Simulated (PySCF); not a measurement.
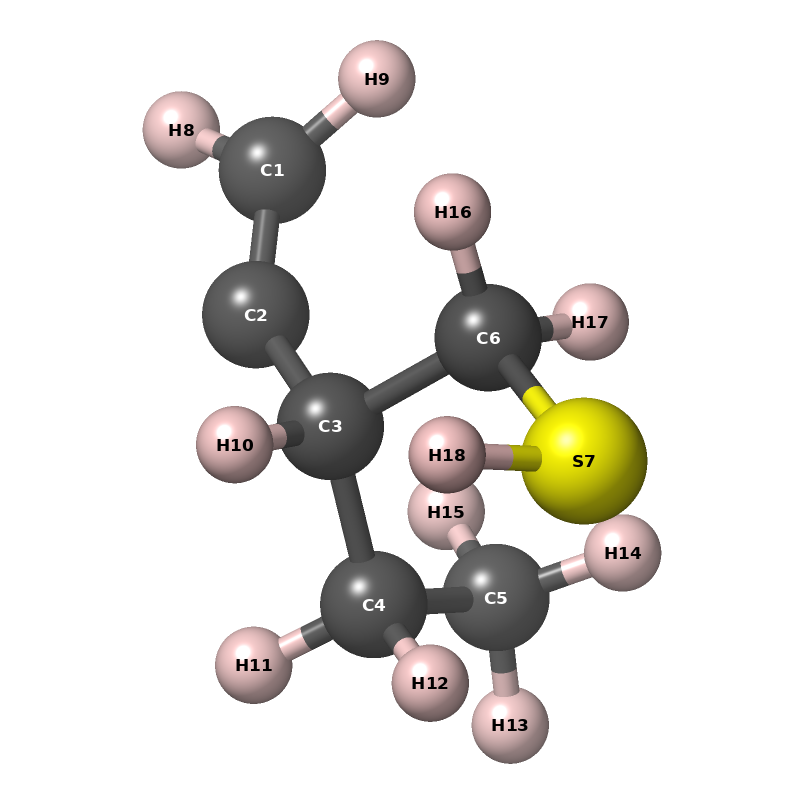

The species is neutral and a spin doublet. The geometry was computed by an optimisation with GFN2-xTB. No frequency run is at hand to confirm it as a minimum. Method: UKS B3LYP, pcH-1 on C H S, non-relativistic (PySCF 2.14.0). Fermi-contact and spin-dipolar terms alone, no spin-orbit part.

Question: Which nucleus has the largest dipolar (anisotropic) hyperfine coupling?

Answer: 13C at C2: principal values −80.8, −61.5, 142.4 MHz.

List the isotropic and dipolar parts for the most strongly coupled nuclei, one of each equivalent set.

```json
{"atom": "C2", "isotope": "13C", "a_iso (MHz)": "251.1", "dipolar part (MHz)": "−80.8, −61.5, 142.4"}
{"atom": "C1", "isotope": "13C", "a_iso (MHz)": "−10.3", "dipolar part (MHz)": "−16.8, 1.9, 15.0"}
{"atom": "H10", "isotope": "1H", "a_iso (MHz)": "26.8", "dipolar part (MHz)": "−6.7, −5.1, 11.8"}
{"atom": "H8", "isotope": "1H", "a_iso (MHz)": "123.8", "dipolar part (MHz)": "−6.3, −5.1, 11.4"}
{"atom": "C6", "isotope": "13C", "a_iso (MHz)": "72.6", "dipolar part (MHz)": "−5.6, −5.4, 11.0"}
{"atom": "C3", "isotope": "13C", "a_iso (MHz)": "7.6", "dipolar part (MHz)": "−4.5, −4.2, 8.6"}
{"atom": "H11", "isotope": "1H", "a_iso (MHz)": "−1.6", "dipolar part (MHz)": "−4.3, −3.0, 7.3"}
{"atom": "S7", "isotope": "33S", "a_iso (MHz)": "0.8", "dipolar part (MHz)": "−4.1, −3.1, 7.2"}
```
